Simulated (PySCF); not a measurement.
## Electronic structure of C6H13NO2Si (SMILES C=N[SiH2][C@H](C)CC(=O)OC) in real space

Input

```
{"job": {"kind": "nmr", "xc": "PBE0", "basis": "pcSseg-1"}, "charge": 0, "multiplicity": 1}
C      1.644065     2.228545    -0.453344
N      1.665572     1.171088     0.208834
Si     1.850689    -0.490305    -0.196267
C      0.214671    -1.311261     0.360157
C      0.424915    -2.791773     0.653848
C     -0.896331    -1.154621    -0.689259
C     -1.100150     0.302992    -0.990954
O     -0.596089     0.901787    -1.907566
O     -1.896726     0.881153    -0.085543
C     -2.091173     2.281414    -0.213043
H      1.762064     2.288908    -1.536024
H      1.493469     3.174520     0.065062
H      2.139396    -0.895015    -1.576654
H      2.936586    -0.885149     0.701328
H     -0.128422    -0.826119     1.278404
H      0.756446    -3.317510    -0.239038
H     -0.497756    -3.257244     0.999688
H      1.182139    -2.921474     1.422575
H     -1.828983    -1.577360    -0.309636
H     -0.611568    -1.664835    -1.610345
H     -1.176153     2.810501     0.062562
H     -2.350733     2.536324    -1.242848
H     -2.900679     2.542419     0.464262
```

Run with:

```sh
OMP_NUM_THREADS=1 python probes_run.py task.json out
```

Geometry: GFN2-xTB.

Level of theory: PBE0/pcSseg-1, SCF density, gas phase, non-relativistic in PySCF.

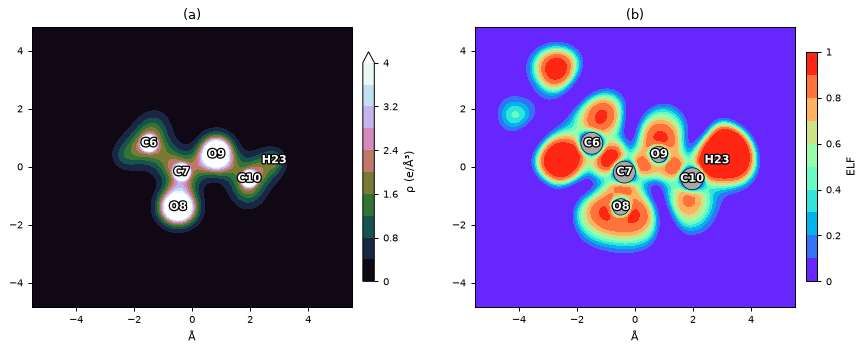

Figure 1. (a) electron density; (b) ELF on the plane of atoms O8, C7 and O9. Grey discs cover the atomic cores in the ELF map.

What do the fields say about this system?

Answer. Atoms in the plane: C, O and H.
C–O (1.21 Å): ρ at the midpoint is about 3.3 e/Å³; the ELF peaks at about 0.85 between the atoms; a multiple bond.
C–C (1.50 Å): ρ is about 1.8 e/Å³ halfway; the ELF peaks at about 0.95 between the atoms, as expected for a shared electron pair.
C–H (1.09 Å): ρ is about 2.1 e/Å³ halfway; the ELF climbs to about 1 towards the hydrogen, as it does in any bond to H (a covalent bond by its length).
C–O (1.34 Å): the density is about 2.5 e/Å³ at the midpoint; the ELF peaks at about 0.90 between the atoms; a shared but strongly polarised pair.
The ELF also peaks beside O8 and O9, away from the bonds: lone-pair regions.

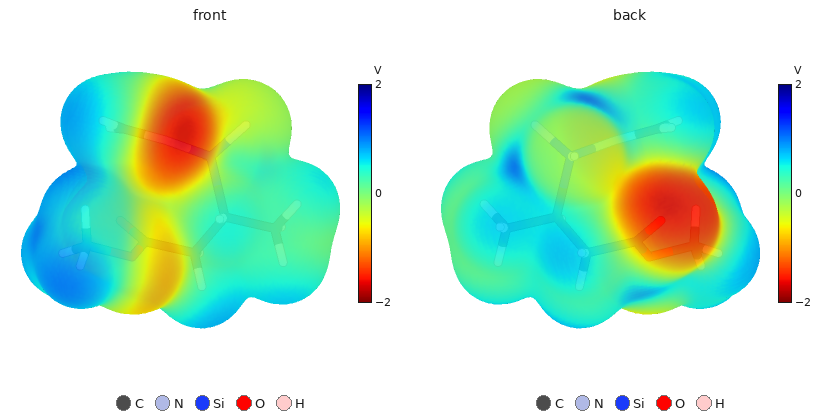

Figure 2. The molecular electrostatic potential painted on the density surface at 0.002 e/bohr³, seen from the front and from behind; red is negative and blue positive.

Where is the surface potential most negative and most positive?

Answer. The most negative region (about −1.6 V) lies over N2 and O8, the most positive (about +1.0 V) over Si3, C10 and H23.

What dipole moment does the calculation give?

Answer. Its dipole moment is 1.36 D.
